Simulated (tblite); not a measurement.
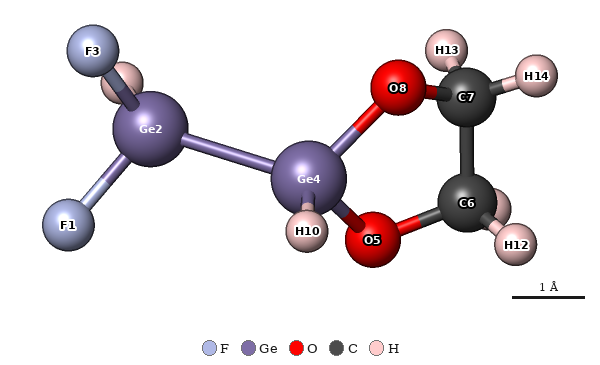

The structure (ball-and-stick view, seen at a tilt; atoms are numbered from 1 in the order of the input). Sticks mark near contacts. Bond lengths as drawn: C–C 1.54 Å, C–H 1.09 Å, C–O 1.42 Å, F–Ge 1.76 Å, Ge–Ge 2.47 Å, Ge–H 1.54 Å and Ge–O 1.78 Å.

## Frequency calculation of C$_{2}$H$_{6}$F$_{2}$Ge$_{2}$O$_{2}$

System: C$_{2}$H$_{6}$F$_{2}$Ge$_{2}$O$_{2}$.
Method: GFN2-xTB harmonic vibrations, gas phase (tblite 0.8.0).

It belongs to a series of runs on one base structure; here: terminal F group replaced by H.

## Output
```
mode    cm-1     km/mol
  1      15.8      1.55
  2      51.1      1.52
  3      57.9      0.94
  4     105.0      3.23
  5     112.7     14.25
  6     146.6     18.30
  7     179.6      9.66
  8     181.6      3.29
  9     238.1      5.92
 10     369.5     90.12
 11     450.8    250.24
 12     456.3     56.37
 13     469.8    186.77
 14     477.6     19.12
 15     535.5     26.83
 16     553.4    353.68
 17     576.5     26.69
 18     625.8     45.58
 19     639.4     45.54
 20     885.8     14.20
 21     929.7     50.38
 22    1025.9      9.25
 23    1052.3    123.19
 24    1106.8     46.20
 25    1187.9      0.54
 26    1190.6      4.67
 27    1292.0      1.96
 28    1313.3      2.91
 29    1466.5      1.91
 30    1476.7      0.48
 31    1664.5     36.08
 32    1695.7   1045.54
 33    2918.0     18.03
 34    2934.7     58.43
 35    2970.5     21.10
 36    2972.2     39.85
```

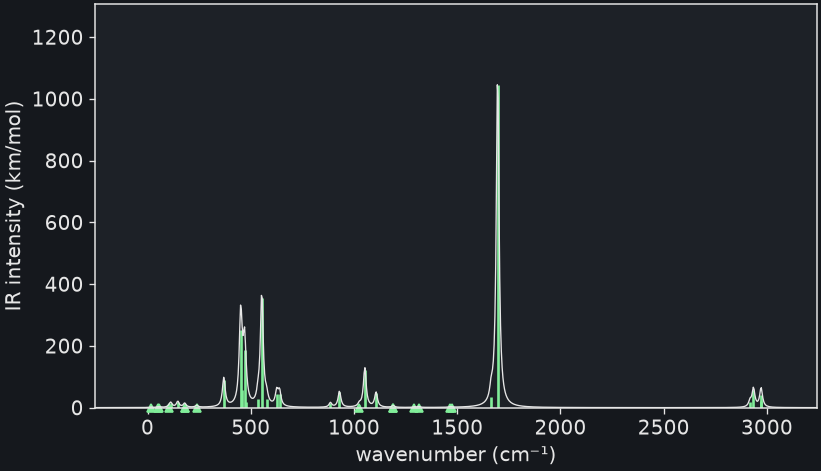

Harmonic infrared spectrum, unscaled: sticks (degenerate modes added up, dark ones marked on the axis) with a Lorentzian envelope of 16 cm⁻¹ full width, scaled to the tallest stick. 36 modes from 16 to 2972 cm⁻¹, none imaginary. The strongest line is at 1696 cm⁻¹ (1046 km/mol).

The run was set up as follows.

## Input
```
{"job": {"kind": "ir", "xc": "GFN2-xTB", "basis": "xTB"}, "charge": 0, "multiplicity": 1}
F      3.832208    -0.446906    -0.610947
Ge     2.592822     0.302401     0.388322
F      3.291711     1.916352     0.494101
Ge     0.433785     0.374287    -0.816643
O     -0.371688    -1.208754    -0.640940
C     -1.720404    -1.029231    -0.246476
C     -1.825335     0.279829     0.548316
O     -0.908480     1.212148     0.003923
H      2.958807    -0.253987     1.771648
H      0.494853     0.907219    -2.256775
H     -2.010884    -1.888741     0.360047
H     -2.356307    -0.977429    -1.134801
H     -1.585840     0.103575     1.601893
H     -2.825928     0.708765     0.471363
```

The first line tells a small driver script what to run in tblite; the rest is the geometry in Å.

Command:
```bash
OMP_NUM_THREADS=1 python <driver script> task.json out
```

## Summary

| quantity | value |
| --- | --- |
| outcome | converged |
| total energy | −787.5963 eV |
| zero-point energy | 49.0720 kcal/mol |
| hardware | 1 CPU thread, shared host |
| wall time | 0.54 s |
| peak memory | 0.18 GiB |
